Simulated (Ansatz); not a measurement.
# Relaxing random alloy of the bcc W-Ti line, x = 0.625 (64 atoms), part 2 of 2

How does random alloy of the bcc W-Ti line, x = 0.625 (64 atoms) relax, and what do bonds and levels look like afterwards?

Ansatz 0.2.0; Kohn-Sham DFT, PBE, PAW (set soft_2), plane waves.

The cell: 24 W and 40 Ti. The host structure and its lattice constant were typed by rule, without a check against the phase diagram. No spin–orbit coupling is included.

So far. Step 3 (Cell and atoms relaxed): The relaxation changed the energy by -37.0 meV/atom, and atoms moved by 0.098 Å r.m.s., 0.21 Å at most.

## (5) Single point at the relaxed geometry

One more single point at the end of the walk gives the fuller output and checks the residual forces.

Contents of input.yaml:

```yaml
crystal:
  lattice:
    - [12.79603, 0.00569, 0.00724]
    - [0.00569, 12.85632, 0.045]
    - [0.00362, 0.0225, 6.44991]
  atoms:
    - { symbol: W, position: [0.99746, 0.99839, 0.00101] }
    - { symbol: W, position: [0.12383, 0.11879, 0.24005] }
    - { symbol: Ti, position: [0.99888, 0.99947, 0.49119] }
    - { symbol: Ti, position: [0.12549, 0.12224, 0.7575] }
    [... 54 atom lines left out ...]
    - { symbol: W, position: [0.74835, 0.50546, 0.50058] }
    - { symbol: W, position: [0.87307, 0.62055, 0.74953] }
    - { symbol: Ti, position: [0.75239, 0.75166, 0.99946] }
    - { symbol: W, position: [0.8735, 0.87865, 0.24645] }
    - { symbol: Ti, position: [0.75294, 0.75129, 0.50225] }
    - { symbol: W, position: [0.87499, 0.8798, 0.75078] }
kpoints:
  mp_grid: { grid: [2, 2, 3] }
hamiltonian:
  xc: pbe
scf:
  occupations: { method: fermi_dirac, width: 0.1 }
output:
  forces: true
  stress: true
  populations: true
  dos:
    method: { smearing: { sigma: 0.08 } }
    de: 0.05
    projected: { site_lists: { Ti: [Ti], W: [W] } }
  eigenvalues: true
  write_density: true
  write_potential: true
  volumetric_format: npy
```

Launch:

```
$ ansatz run input.yaml --threads 4 --pin off --max-ram 15872MiB --backend cpu --events-out ev --progress --plain --runs-dir out
```

Numbers of over 12 decimals in the logs are rounded to 6 here.

Output:

```text
[...]
Crystal: 64 atoms, lattice volume = 1061.060 Å³
Basis set: ecut = 420 eV, 20715 PW (Γ), exchange–correlation on 180×180×90 points (8 copies of the dense FFT grid, shifted against one another)
Bands: 490, of which v1, the nominal top of the filled ones, is band 408 counted from 1 (407 counted from 0)
Symmetry: 1 space group operations
[...]
k-points: 8 of 12 (time reversal used)
[...]
SCF iter   1: F=—  HF=-349223.397360 eV  |F-HF|=—  |Δ(HF+E_count)|=         —  Δρ=1.01e-2  dr2=4.94e0  ethr=1.77e-3  ⟨swp⟩=8.2  Hψ=17028  notcnv=0
[...]
SCF iter   8: F=-349223.099584 eV  HF=-349223.099584 eV  |F-HF|=2.40e-8  |Δ(HF+E_count)|=   3.31e-8  Δρ=1.17e-6  dr2=2.66e-8  ethr=1.23e-11  ⟨swp⟩=14.6  Hψ=23243  notcnv=0
SCF 1 converged in 8 iterations: F = -349223.099584 eV  dr2 = 2.66e-8
[...]
SCF converged after 8 iterations
Free energy (F): -349223.099584 eV
[...]
Internal energy: -349219.970779 eV  (E = F + TS)
E sigma→0 (E₀):  -349221.535181 eV
Entropy (-TS):   -3.128805 eV (-48.888 meV/atom)
Fermi energy:    16.419833 eV
[...]
--- Forces (eV/Å), atoms counted from 1 ---
  atom   1  W      0.00659337     0.01335027     0.00322678
  atom   2  W     -0.01989279     0.00367353    -0.00596979
  atom   3  Ti     0.00473941     0.00988416     0.00389148
  atom   4  Ti    -0.00388700     0.00506543    -0.00056321
  atom   5  Ti     0.00514034    -0.00519318    -0.00193837
  atom   6  W      0.01139103     0.00351882    -0.00202690
  atom   7  Ti    -0.00121518    -0.00586510     0.00805698
  atom   8  Ti    -0.01132107    -0.00329191     0.00308339
  atom   9  Ti    -0.00353811    -0.00278432     0.00484917
  atom  10  Ti     0.00213045     0.00517415    -0.00761594
  atom  11  W     -0.00683363     0.00300854     0.00513829
  atom  12  Ti     0.00459865    -0.01045814     0.00324016
  atom  13  Ti    -0.00160400    -0.00460098     0.00352824
  atom  14  Ti     0.00235372    -0.00205565     0.00482326
[...]
atom  63  Ti     0.00606313     0.00112959    -0.00333964
  atom  64  W     -0.01762127    -0.00178020    -0.00038915
  max |Σ_I F_I| component: 3.89e-5 eV/Å
--- Stress (GPa, compression-positive) ---
        0.003841       0.000140      -0.006073
        0.000140       0.008002      -0.004369
       -0.006073      -0.004369       0.019969
  P = ⅓ Tr σ = 0.0106 GPa (0.106 kbar)
--- Band table (eV; the first three rows and the last of 8) ---
[...]
--- Löwdin populations: 64 sites ---
  site symbol       q [e]
     0      W     14.0180
     1      W     14.0857
     2     Ti     11.7491
[...]
63      W     14.0281
  spilling = 0.009367 (of n_electrons = 816.000000)
```

Wall time 7.9 min (4 threads of Arm Neoverse V1, shared host); peak memory 8.7 GiB; 31 min of CPU time.

The run gave:

```yaml
free_energy: -349223.0996 eV
free_energy_per_atom: -5456.6109 eV/atom
scf_cycles: 8
pressure: 0.0106 GPa
r_m_s_force_component: 0.00745 eV/Å
longest_force: 0.02814 eV/Å
fermi_energy: 16.42 eV
levels_partly_filled_by_over_2_per_cent: 293
spilling_of_the_projection: 0.009367
```

Density of states as counts of states in windows of 1 eV (from the Fermi level), total and the larger projections:

```
from (eV)  to (eV)  total  Ti d   W d  Ti s  W s
      -10       -8    0.0   0.0   0.0   0.0  0.0
       -8       -7    0.6   0.0   0.0   0.3  0.3
       -7       -6    4.6   0.1   0.1   1.9  2.4
       -6       -5    7.3   0.3   0.5   2.8  3.5
       -5       -4   16.9   1.7   4.1   5.3  5.3
       -4       -3   46.1   9.0  23.4   8.4  4.6
       -3       -2   57.3  18.0  28.7   7.5  1.9
       -2       -1   77.2  32.1  38.8   2.9  1.1
       -1        0   96.1  57.5  27.0   3.9  1.8
        0        1   67.0  47.0  10.6   2.6  1.3
        1        2   47.7  35.8   9.2   0.5  0.3
```

About 510 of the 816 electrons lie in deeper levels, below the stored range.

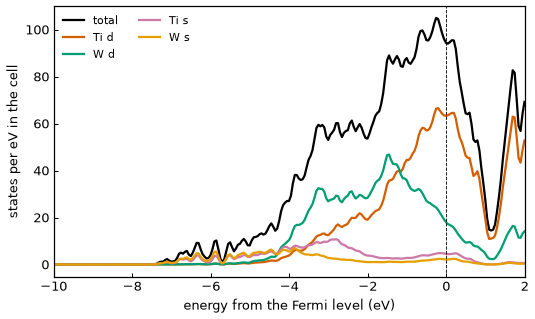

Total and projected density of states, with the broadening of the input.

The levels nearest the highest filled one (over half full), pooled over k-points and spins:

| level less the highest filled one (eV) | occupation |
| --- | --- |
| -0.0134 | 1.09 |
| -0.0123 | 1.08 |
| -0.0092 | 1.07 |
| -0.0084 | 1.06 |
| -0.0051 | 1.05 |
| 0 | 1.02 |
| 0.0084 | 0.98 |
| 0.0145 | 0.95 |
| 0.0147 | 0.949 |
| 0.0174 | 0.935 |
| 0.0197 | 0.924 |
| 0.0208 | 0.918 |

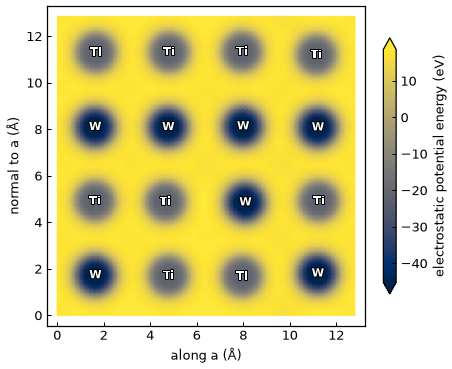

Electrostatic potential energy in the ab plane at fractional z = 0.001, with atoms of W and Ti within 0.2 Å of it. With pseudopotentials it is smooth inside the atoms' cores, unlike the true potential. The map starts off the cell's origin, so that atoms lie inside it.

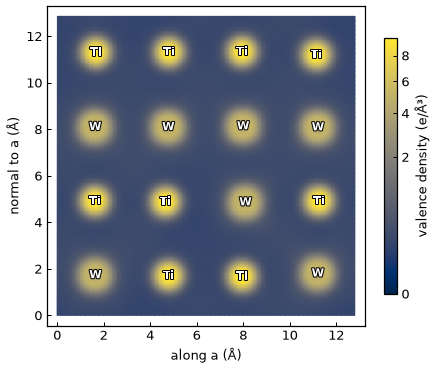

Valence density in the ab plane at fractional z = 0.001, with atoms of W and Ti within 0.2 Å of it. It is the smooth field of the valence electrons, not physical close to the nuclei. The map starts off the cell's origin, so that atoms lie inside it. The colour scale is stretched toward low values.

Within 0.4 eV of the Fermi level the largest share is Ti d (71 % of the projected weight).

Local excerpt of 15 atoms (numbers count through the whole input) about Ti12, picked at random; x, y, z are measured from there.

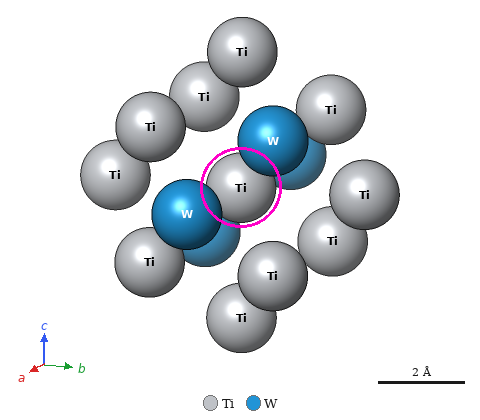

The atoms of the table, within 3.3 Å (arrows a, b, c point along x, y, z); some may hide others; the central atom is ringed.

```
atom      x      y      z  distance (Å)
Ti12   0.00   0.00   0.00          0.00
 W11  -1.61  -1.61  -1.60          2.78
Ti25   1.55  -1.65   1.67          2.81
Ti27   1.67  -1.62  -1.58          2.82
Ti31   1.75   1.56  -1.59          2.83
 W29   1.68   1.53   1.68          2.83
 Ti9  -1.60  -1.62   1.68          2.83
Ti15  -1.75   1.60  -1.55          2.83
Ti13  -1.74   1.56   1.64          2.85
Ti10   0.01   0.01  -3.16          3.16
Ti16   0.04   3.17   0.15          3.17
 W28   3.20  -0.02   0.09          3.20
 W60  -3.23  -0.10   0.05          3.23
 Ti8  -0.11  -3.25  -0.04          3.26
Ti10   0.01   0.04   3.29          3.30
```

## (6) K-mesh 2×2×5

A denser mesh tests the sampling of the Brillouin zone.

input.yaml, as its differences from that of step 5:

```diff
@@ -8,3 +8,3 @@
 kpoints:
-  mp_grid: { grid: [2, 2, 3] }
+  mp_grid: { grid: [2, 2, 5] }
 hamiltonian:
@@ -22,4 +22 @@
   eigenvalues: true
-  write_density: true
-  write_potential: true
-  volumetric_format: npy
```

Output:

```text
[...]
Crystal: 64 atoms, lattice volume = 1061.060 Å³
Basis set: ecut = 420 eV, 20715 PW (Γ), exchange–correlation on 180×180×90 points (8 copies of the dense FFT grid, shifted against one another)
Bands: 490, of which v1, the nominal top of the filled ones, is band 408 counted from 1 (407 counted from 0)
Symmetry: 1 space group operations
[...]
k-points: 12 of 20 (time reversal used)
[...]
SCF iter   1: F=—  HF=-349223.382783 eV  |F-HF|=—  |Δ(HF+E_count)|=         —  Δρ=9.97e-3  dr2=4.83e0  ethr=1.77e-3  ⟨swp⟩=7.7  Hψ=24654  notcnv=0
[...]
SCF iter   7: F=—  HF=-349223.094821 eV  |F-HF|=—  |Δ(HF+E_count)|=   1.01e-6  Δρ=5.47e-6  dr2=5.17e-7  ethr=8.70e-10  ⟨swp⟩=2.0  Hψ=7574  notcnv=0
SCF iter   8: F=-349223.094821 eV  HF=-349223.094821 eV  |F-HF|=4.04e-8  |Δ(HF+E_count)|=   4.31e-8  Δρ=1.51e-6  dr2=4.54e-8  ethr=1.23e-11  ⟨swp⟩=10.7  Hψ=19217  notcnv=0
SCF 1 converged in 8 iterations: F = -349223.094821 eV  dr2 = 4.54e-8
[...]
SCF converged after 8 iterations
Free energy (F): -349223.094821 eV
[...]
Internal energy: -349219.939903 eV  (E = F + TS)
E sigma→0 (E₀):  -349221.517362 eV
Entropy (-TS):   -3.154918 eV (-49.296 meV/atom)
Fermi energy:    16.423627 eV
[...]
Σ components = -349223.094821   (vs F -349223.094821, Δ=0.00e0)
--- Forces (eV/Å), atoms counted from 1 ---
  atom   1  W     -0.00520165     0.01768135     0.00501150
  atom   2  W     -0.01542473     0.01359177     0.01155340
  atom   3  Ti     0.00890040    -0.00252233     0.00885083
  atom   4  Ti     0.00381096     0.00980643    -0.01564508
[...]
atom  64  W     -0.01764059     0.01245165     0.00083812
  max |Σ_I F_I| component: 4.64e-5 eV/Å
--- Stress (GPa, compression-positive) ---
        0.104858      -0.009812      -0.010198
       -0.009812       0.072215       0.003261
       -0.010198       0.003261      -0.133008
  P = ⅓ Tr σ = 0.0147 GPa (0.147 kbar)
--- Band table (eV; the first three rows and the last of 12) ---
[...]
--- Löwdin populations: 64 sites ---
  site symbol       q [e]
     0      W     14.0178
     1      W     14.0848
     2     Ti     11.7506
[...]
63      W     14.0264
  spilling = 0.009316 (of n_electrons = 816.000000)
```

The job ended after 11 min (4 threads; peak memory 9.8 GiB).

Geometry and reference: those of the single point at the relaxed geometry.

Forces differ from those of the single point at the relaxed geometry by 9.7 meV/Å r.m.s.; the energy by +0.074 meV/atom. It took 11 min and 8 cycles; the reference's time can't be set against it, since the two runs asked for unlike analyses.

## (7) What came out

```
energy change in the relaxation : -37.05 meV/atom
r.m.s. displacement             : 0.098 Å
largest displacement            : 0.213 Å
free energy per atom            : -5456.6109 eV/atom
density                         : 9.901 g/cm³
pressure                        : 0.0106 GPa
r.m.s. force component          : 0.00745 eV/Å
wall time of the 4 DFT runs     : 52 min
```

Relaxation lowers the energy by 37.0 meV/atom and moves atoms by 0.098 Å r.m.s.; the r.m.s. force component goes from 0.45 to 0.0075 eV/Å. Displacements are taken in the final cell, so they leave out its strain. The cell shrank by 1.2 % in volume. First to last step the energy falls by 2.371 eV, across changes of basis; the largest move, 0.21 Å, is that of Ti24. 293 levels are partly filled, by over 2 % (on the run's k-points), as in a metal.

[Logs are printed without paths, hosts, clocks, repeated set-up lines and the standing remarks that a program may print on its own settings, such as how far it seeks lower states.]

[Hosts, paths, dates, database ids (printed as entryN), source tags and the programs' standing remarks are cut or masked in the printed files.]
